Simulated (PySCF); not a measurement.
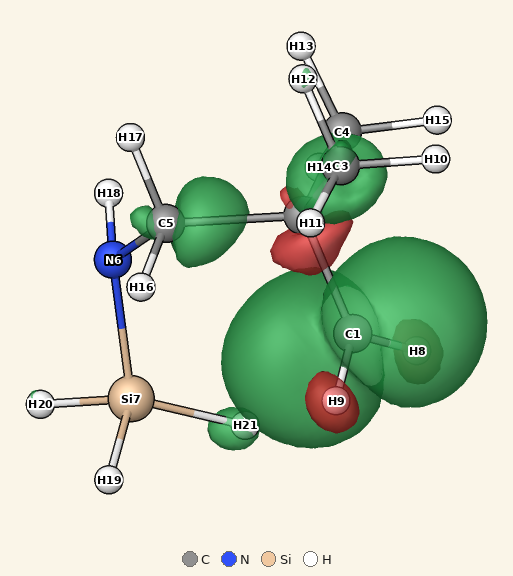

*C₅H₁₄NSi (doublet). Isosurfaces of the spin density (α minus β) at +0.02 (green) and −0.02 e/Å³ (red), seen at an oblique angle.*

Geometry: GFN2-xTB.

Method: UKS B3LYP, pcH-1 on C H N Si, non-relativistic, mean-field spin-orbit, GIAO in PySCF 2.14.0, density-fitted response routines.

```xyz
21

C    -0.2723   -0.0465    1.4657
C    -0.7734   -0.1024    0.0836
C    -2.0103   -1.0222    0.0040
C    -1.1360    1.2921   -0.4285
C     0.3166   -0.7411   -0.8410
N     1.5176    0.0260   -0.9815
Si    2.6042    0.2941    0.3271
H    -0.3014    0.8620    2.0333
H    -0.0197   -0.9560    1.9758
H    -2.8046   -0.6361    0.6385
H    -1.7593   -2.0266    0.3355
H    -2.3773   -1.0751   -1.0188
H    -1.4490    1.2504   -1.4704
H    -0.2815    1.9601   -0.3465
H    -1.9523    1.7076    0.1582
H     0.5877   -1.7108   -0.4168
H    -0.1215   -0.9069   -1.8304
H     1.4026    0.7858   -1.6347
H     2.8246   -1.0123    0.9414
H     3.8015    0.8070   -0.3446
H     2.1949    1.2680    1.3496
```

Which atoms carry the spin?

Answer. The unpaired spin (1 electron) lies mostly on C1 (about 0.7), in electrons by Hirshfeld's partition.
